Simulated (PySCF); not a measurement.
# H$_{7}$NO$_{3}$Si$_{2}$: what the fields show

The calculation's input:

```
{"job": {"kind": "nmr", "xc": "PBE0", "basis": "pcSseg-1"}, "charge": 0, "multiplicity": 1}
Si     0.196956    -0.788539    -0.662466
O     -0.743332    -1.518428     0.493622
O     -0.670787    -0.906113    -2.062594
O      1.649557    -1.503062    -0.974418
N      0.541406     0.789454    -0.079935
Si    -0.291348     1.604558     1.212954
H     -0.370528    -1.573384     1.378689
H     -1.623489    -0.808712    -1.979668
H      1.614265    -2.213419    -1.622340
H      1.328109     1.274776    -0.499823
H     -0.141019     0.895173     2.524733
H      0.298382     2.969665     1.344946
H     -1.757561     1.725932     0.948489
```

Run with:

```sh
OMP_NUM_THREADS=1 python probes_run.py task.json out
```

Geometry: PBE0-D3(BJ)/def2-SVP.

Level of theory: PySCF, PBE0/pcSseg-1, SCF density, gas phase, non-relativistic.

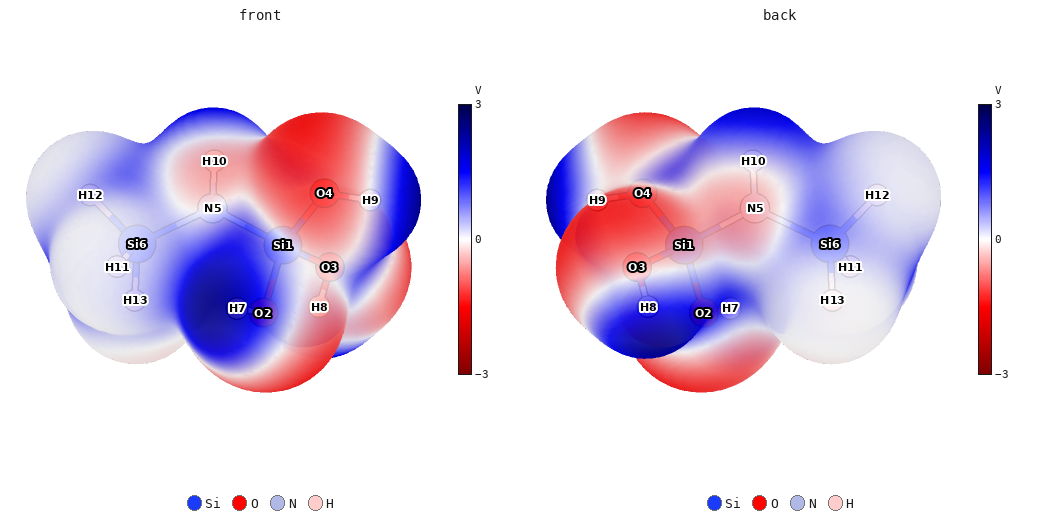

Figure 1. The molecular electrostatic potential painted on the density surface at 0.002 e/bohr³, seen from the front and from behind; red is negative and blue positive.

Which sites attract a positive test charge, and which a negative one?

Answer. A positive charge is drawn to the negative regions and a negative charge to the positive ones. The most negative region (about −1.4 V) lies over O3 and O4, the most positive (about +2.4 V) over H7, H8 and H9.

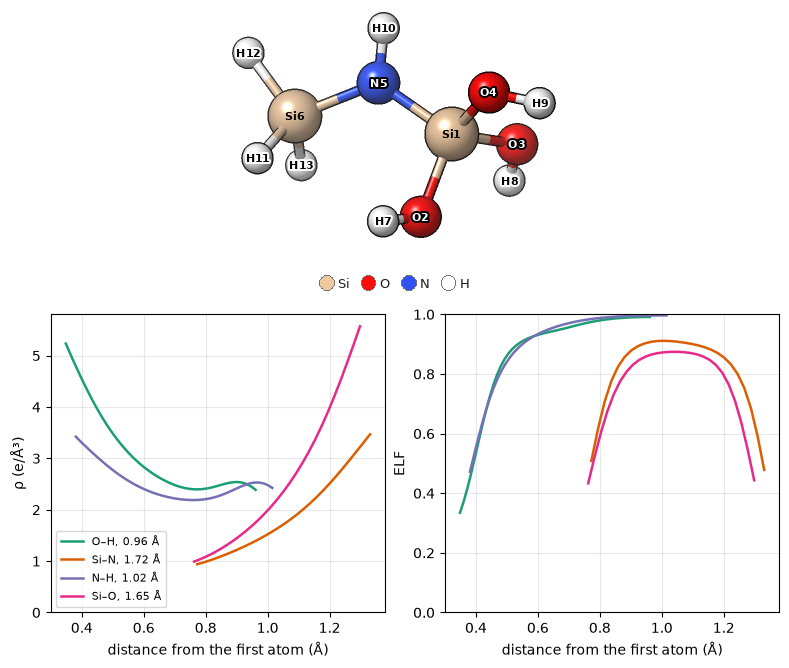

Figure 2. Electron density and ELF along straight lines between neighbouring atoms. The curves leave out the atomic cores. The structure is drawn too.

What can be read from the curves?

Answer. O–H (0.96 Å): ρ at the midpoint is about 3.7 e/Å³; the ELF climbs to about 1 towards the hydrogen, as it does in any bond to H: an ordinary covalent bond to hydrogen.
Si–N (1.72 Å): ρ is about 1.1 e/Å³ halfway; the ELF peaks at about 0.90 between the atoms (a polar covalent bond).
N–H (1.02 Å): ρ at the midpoint is about 2.7 e/Å³; the ELF climbs to about 1 towards the hydrogen; an ordinary covalent bond to hydrogen.
Si–O (1.65 Å): ρ is about 1.2 e/Å³ halfway; the ELF peaks at about 0.85 between the atoms, as expected for a shared but strongly polarised pair.
